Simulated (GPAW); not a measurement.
# C2H3S (SMILES C[C]=S): UTPSS/plane waves (scalar-relativistic datasets, plane-wave cutoff 500 eV)

We compute ionisation energies of C2H3S. Input form: an ASE script.

Program for the calculation: GPAW 26.7.0.

1 further run of the same task is left out (set aside as unsound or not needed). Runs told in other sessions of the task aren't counted.

## 1. Starting point

C2H3S has 6 atoms, charge 0, and is taken as a doublet. SMILES: `C[C]=S`. The coordinates come from a GFN2-xTB relaxation.

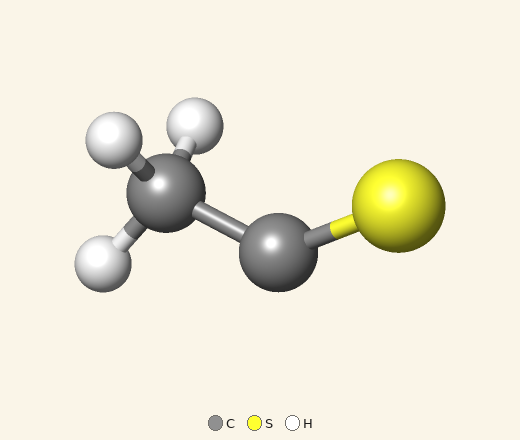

Viewed from a chosen angle; carbon grey, sulfur yellow, hydrogen white.

## 2. Ionisation energies at UTPSS/plane waves (scalar-relativistic datasets, plane-wave cutoff 500 eV)

File gs.sdf:

```

     RDKit          3D

  6  5  0  0  0  0  0  0  0  0999 V2000
   -0.3464    0.3098   -0.2335 C   0  0  0  0  0  0  0  0  0  0  0  0
    0.2069   -0.8902    0.3834 C   0  0  0  0  0  2  0  0  0  0  0  0
    1.5796   -1.2983    1.0378 S   0  0  0  0  0  1  0  0  0  0  0  0
   -1.3869    0.1607   -0.5230 H   0  0  0  0  0  0  0  0  0  0  0  0
    0.2337    0.5648   -1.1232 H   0  0  0  0  0  0  0  0  0  0  0  0
   -0.2869    1.1531    0.4585 H   0  0  0  0  0  0  0  0  0  0  0  0
  2  1  1  0
  3  2  1  0
  4  1  1  0
  5  1  1  0
  6  1  1  0
M  RAD  2   2   3   3   2
M  END
$$$$
```

File gs.py:

```python
from ase.io import read
from gpaw import GPAW, PW

atoms = read('gs.sdf')
atoms.center(vacuum=4.5)

energies = {}
for name, charge, unpaired in [('neutral', 0, 1), ('oxidised', 1, 0)]:
    atoms.set_initial_magnetic_moments([unpaired / len(atoms)] * len(atoms))
    gpaw_calc = GPAW(mode={'name': 'pw', 'ecut': 500},
                     maxiter=60,
                     xc='TPSS',
                     convergence={'eigenstates': 1e-06},
                     charge=charge,
                     symmetry='off',
                     eigensolver='etdm-fdpw',
                     occupations={'name': 'fermi-dirac', 'width': 0.0, 'fixmagmom': unpaired > 0},
                     txt='-')
    atoms.calc = gpaw_calc
    energies[name] = atoms.get_potential_energy()
    print(f'{name:10} {energies[name]:12.5f} eV')

ip = energies['oxidised'] - energies['neutral']
print(f'Vertical IP             {ip:.3f} eV')
```

Started as:

```bash
$ python3 gs.py
```

The program printed:

```text
[...]
  mode=PW(ecut=500),
[...]
Number of symmetries: 1
[...]
  Number of IBZ points: 1
[...]
Cutoff: 500.0 eV
Spin-components: 2 (collinear spins)
Bands:           15
[...]
  Valence electrons: 17.0
[...]
  Grid points: [63 60 60]
  Charge: 0.0  # |e|
[...]
    cutoffs:
[...]
occupation numbers:
  Fixed magnetic moment: 1.000
[...]
xc functional:
  name: TPSS with 2 nearest neighbor stencil
[...]
|iter     |     time |      energy | eigst |  dens |  magmom |
[...]
|iter:   1| 00:00:10 |  -29.060288 | +0.66 |       |  +1.0000|
[...]
Converged in 29 steps
[...]
dipole moment: (-0.172854, 0.344227, -0.185479)  # |e|*Ang
Total magnetic moment: (0.000000, 0.000000, 1.000000)
Local magnetic moments
|        x |        y |        z |
|----------|----------|----------|
| 0.000000 | 0.000000 | 0.018019 |  # C    0
| 0.000000 | 0.000000 | 0.225585 |  # C    1
| 0.000000 | 0.000000 | 0.144439 |  # S    2
| 0.000000 | 0.000000 | 0.007156 |  # H    3
| 0.000000 | 0.000000 | 0.003947 |  # H    4
| 0.000000 | 0.000000 | 0.005554 |  # H    5
Fermi levels: -2.288, -5.137
[...]
|iter:  21| 00:04:48 |  -31.492504c| -6.85c| -4.07c|
Converged in 21 steps
[...]
Energy contributions relative to reference atoms: (reference = -12950.346615)
Energy contributions:
  Kinetic:          16.880371
  Coulomb:         -20.824642
  Zero:             -0.052762
  External:          0.000000
  Xc:              -27.495470
  Entropy:           0.000000
  Spinorbit:         0.000000
  ----------------------------
  Free energy:     -31.492504
  Extrapolated:    -31.492504
dipole moment: (6.495197, 5.319175, 6.016517)  # |e|*Ang
Fermi level: -12.305
Eigenvalues  # (at kpt = [0.000, 0.000, 0.000])
| band index |      eig [eV] | occ [0-2] |
|------------|---------------|-----------|
|          0 |       -27.998 |     2.000 |
|          1 |       -25.131 |     2.000 |
|          2 |       -19.862 |     2.000 |
|          3 |       -17.332 |     2.000 |
|          4 |       -17.211 |     2.000 |
|          5 |       -17.002 |     2.000 |
|          6 |       -14.559 |     2.000 |
|          7 |       -14.444 |     2.000 |
|          8 |       -10.485 |     0.000 |
|          9 |        -9.429 |     0.000 |
|         10 |        -0.081 |     0.000 |
|         11 |         0.679 |     0.000 |
[...]
Gap: 3.960 eV
Transition (v -> c):
  (s=0, k=0, n=7, [0.00, 0.00, 0.00]) -> (s=0, k=0, n=8, [0.00, 0.00, 0.00])
No difference between direct/indirect transitions
vacuum-level: -1.733  # V
oxidised      -31.49250 eV
Vertical IP             7.735 eV
```

Run time: 4.8 min. Hardware: 1 thread of Arm Neoverse V2, shared host; peak memory 1.1 GiB.

## 3. Results

At UTPSS/plane waves (scalar-relativistic datasets, plane-wave cutoff 500 eV):

| quantity | value |
| --- | --- |
| first ionisation energy | 7.74 eV |
